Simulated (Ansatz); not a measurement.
Breaking the B1–H3 bond in ammonia borane (SMILES [BH3-][NH3+]) (multiplicity 1 held, fragments rigid). Energies count from the point at 1.208 Å.
Geometry at that point (charge 0, multiplicity 1):
| atom | x (Å) | y (Å) | z (Å) |
|---|---|---|---|
| B | -0.9203 | 0.1316 | -0.0195 |
| N | 0.7209 | -0.1031 | 0.0153 |
| H | -1.3246 | -0.6219 | -0.8730 |
| H | -1.0623 | 1.2986 | -0.2980 |
| H | -1.2988 | -0.1498 | 1.0928 |
| H | 0.9452 | -1.0672 | 0.2439 |
| H | 1.1584 | 0.4938 | 0.7113 |
| H | 1.1375 | 0.1100 | -0.8865 |

R- and RO- levels are restricted; in cc, def2 and unpolarised 6-31G sets they are followed outwards from rest. Unrestricted levels (U-) break spin symmetry where that is lower. Active spaces are followed from a long bond inwards. Levels need not reach the same state.

Frozen-core correlation.

Programs: Ansatz (a first-principles code). Values without a source in brackets are computed.

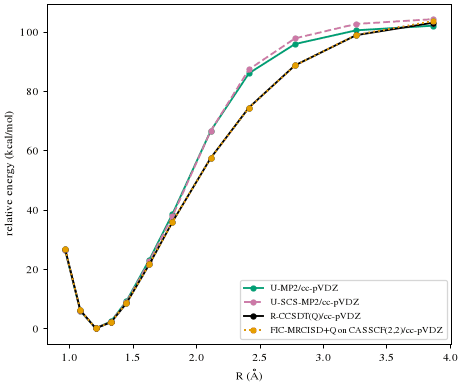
*Relative energy along the coordinate*

Doubts at one or more of the structures used: a spin-contaminated determinant (U-MP2/cc-pVDZ, U-SCS-MP2/cc-pVDZ); a restricted determinant that unrestricted orbitals would lower (R-CCSDT(Q)/cc-pVDZ); T1 above 0.05 (R-CCSDT(Q)/cc-pVDZ); other coupled-cluster roots lie near (R-CCSDT(Q)/cc-pVDZ).
